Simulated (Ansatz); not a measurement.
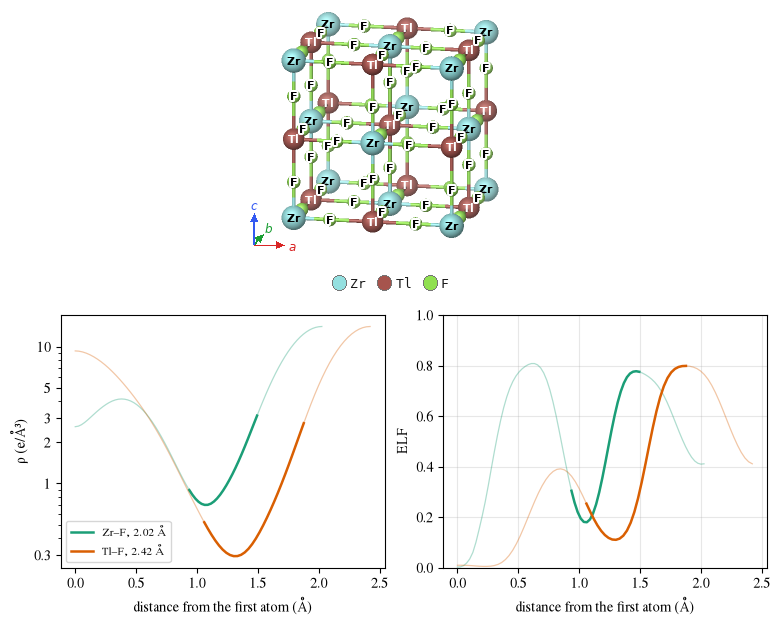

The picture shows: ZrTlF₆. Valence pseudo-density and ELF along straight lines between neighbouring atoms. Thin, pale parts lie inside the atomic spheres. The structure is drawn too.

Space group Fm-3m; a structure generated by program, which may or may not match a known phase; computed without spin polarisation.

These are results of DFT PBE, scalar-relativistic, plane waves, PAW in Ansatz 0.2.0, not measurements.

The density is the valence pseudo-density of a PAW calculation; it isn't the true density close to the nuclei.

**What can be read from the curves?**

Zr–F (2.02 Å): ρ is about 0.73 e/Å³ halfway; the ELF peaks at about 0.80 in the valence shell of F, 0.6 Å from its nucleus, and drops to about 0.20 between the two atoms: no shared electron pair shows on this line.
Tl–F (2.42 Å): ρ at the midpoint is about 0.33 e/Å³; the ELF is about 0.15 at the midpoint (no localised pair shows between them).
